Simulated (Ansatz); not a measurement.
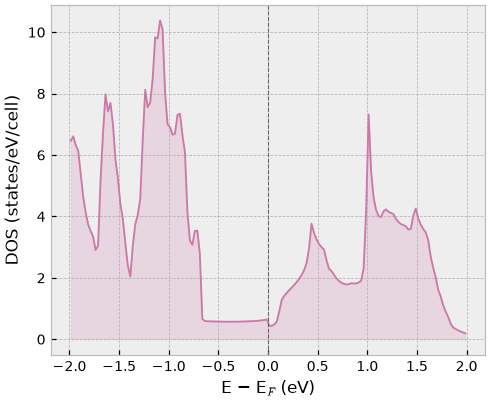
Density of states of CoPtO2 (R-3m) near the Fermi level, Ansatz (a first-principles code) with PBEsol, rigid bands.

**Question.** How far does the Fermi level move in a rigid band for 0.1 electron a cell added or removed?

**Answer.** 138 meV and -168 meV.

A metal at this level (no band gap); rigid bands, thermally averaged at 300 K, both spins. Spin-orbit coupling is left out, which matters with elements this heavy. Geometry: cell and atoms relaxed with PBEsol.

Computed structure with no diffraction record at hand here (it may be known, metastable or hypothetical): CoPtO2 (R-3m). Treated as nonmagnetic (a ferromagnetic start lost its moment, other orders weren't tried): CoPtO2 (R-3m).
